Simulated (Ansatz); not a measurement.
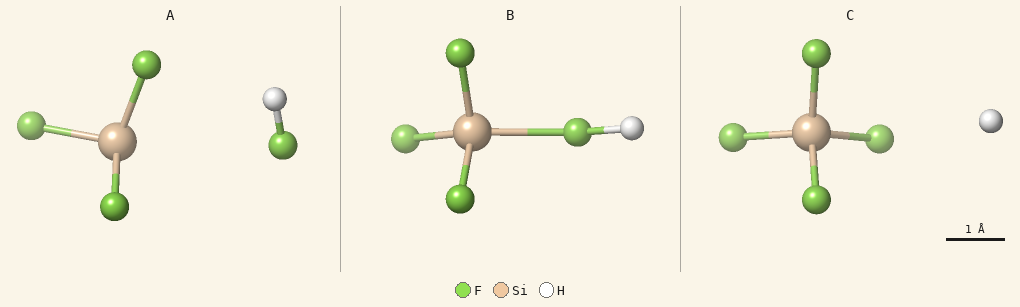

Three geometries of SiHF4 (multiplicity 2): a saddle point and the two minima that it joins, in shuffled order. Style: ball-and-stick. Shown at a tilt. Sticks join atoms that are closer than about 1.2 times the sum of their covalent radii (a little more with hydrogen).

Stationary points at PBE0-D4/def2-TZVP, single-point energies with CCSD(T)/CBS, SPW92 (LDA), B2PLYP, RPA@PBE, BHLYP-D4, BLYP-D4 (def2-TZVPP where no basis is named; Ansatz 0.2.0). The energies are electronic, without zero-point or thermal terms, and both ends are the minima reached downhill from the saddle, with any fragments still in contact. CCSD(T)/CBS stands for a frozen-core estimate: MP2 correlation extrapolated from def2-TZVPP and def2-QZVPP, CCSD(T) minus MP2 from the smaller set.

> Which frame is the transition state, what reaction does it lead through, and what barrier is to be expected?

Frame B is the saddle point. Counted by bonded pieces, C holds H + SiF₄ and A holds HF + SiF₃. From C over the saddle to A, a bond forms: F–H (3.41 → 1.13 → 0.92 Å). A bond breaks: F–Si (1.56 → 1.82 → 2.92 Å). The saddle has one imaginary mode, 1311i cm⁻¹. With CCSD(T)/CBS the barrier is 238.9 kJ/mol from C and 140.3 kJ/mol from A, and A lies 98.6 kJ/mol above C.

```csv
level,barrier from C (kJ/mol),barrier from A (kJ/mol),A less C (kJ/mol)
CCSD(T)/CBS,238.9,140.3,98.6
SPW92 (LDA),135.1,61.1,73.9
B2PLYP,216.3,124.6,91.7
RPA@PBE,218.9,128.2,90.7
BHLYP-D4,233.8,136.4,97.5
BLYP-D4,158.2,88.8,69.4
```

Against CCSD(T)/CBS, BHLYP-D4 comes closest on the barrier from C (−5.1 kJ/mol) and SPW92 (LDA) misses most (−103.9 kJ/mol).

Limits of the set-up: the start holds two separate molecules, 3.4 Å apart at their closest, whose relative position is a soft coordinate.
